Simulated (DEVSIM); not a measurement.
Structure: Mo/HfO2/p-Si capacitor, at 500 K.

| layer (left to right) | material | thickness (nm) | Na (cm⁻³) |
|---|---|---|---|
| 1 | HfO2 | 4.90 | - |
| 2 | Si | 700 | 6.7e17 |

Metal gate on the left, work function 4.6 eV. Fixed charge at the semiconductor interface 2.2e10 cm⁻² (in units of +e); no interface traps.

This is a model device: material constants are rounded textbook-type values typed into the input, and sizes, dopings and lifetimes were drawn at random. Values at 300 K; Nc and Nv go as T^1.5, mobilities as T to minus their exponent, the gap by Varshni's rule with the affinity fixed.

```
parameter         HfO2        Si
----------------  ----  --------
gap (eV)           5.7     1.124
affinity (eV)      2.5      4.05
permittivity        22      11.7
Nc (cm⁻³)            -   2.86e19
Nv (cm⁻³)            -    3.1e19
Varshni α (eV/K)     -  0.000473
Varshni β (K)        -       636
```

DEVSIM, 1D Poisson equation in equilibrium, Boltzmann statistics, complete ionisation; no quantum confinement or tunnelling. Metal contacts follow the ideal Schottky-Mott rule: no Fermi-level pinning, no interface dipoles.

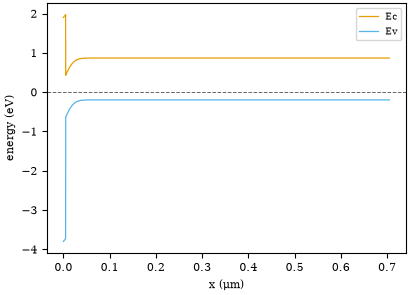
Figure. Band edges at 0.2 V on the gate

Energies count from the Fermi level of the right contact; mesh points crowd at the junctions.

```tsv
x (μm)	Ec (eV)	Ev (eV)	n (cm⁻³)	p (cm⁻³)	field (V/cm)
0.000	1.900	-3.800	< 1e2	< 1e2	150000
0.0008385	1.913	-3.787	< 1e2	< 1e2	150000
0.002061	1.931	-3.769	< 1e2	< 1e2	150000
0.003408	1.952	-3.748	< 1e2	< 1e2	150000
0.004739	1.972	-3.728	< 1e2	< 1e2	150000
0.005604	0.444	-0.621	2.0e15	3.7e13	280000
0.007168	0.487	-0.578	7.6e14	9.9e13	260000
0.01172	0.597	-0.469	6.0e13	1.3e15	220000
0.01841	0.719	-0.347	3.5e12	2.1e16	150000
0.03069	0.833	-0.232	2.5e11	3.0e17	47000
0.05495	0.866	-0.199	1.1e11	6.6e17	1400
0.1190	0.867	-0.198	1.1e11	6.7e17	≈ 0
0.2227	0.867	-0.198	1.1e11	6.7e17	≈ 0
0.3993	0.867	-0.198	1.1e11	6.7e17	≈ 0
0.5697	0.867	-0.198	1.1e11	6.7e17	≈ 0
0.6343	0.867	-0.198	1.1e11	6.7e17	≈ 0
0.6670	0.867	-0.198	1.1e11	6.7e17	≈ 0
0.6848	0.867	-0.198	1.1e11	6.7e17	≈ 0
0.6969	0.867	-0.198	1.1e11	6.7e17	≈ 0
0.7011	0.867	-0.198	1.1e11	6.7e17	≈ 0
0.7035	0.867	-0.198	1.1e11	6.7e17	≈ 0
0.7049	0.867	-0.198	1.1e11	6.7e17	≈ 0
```
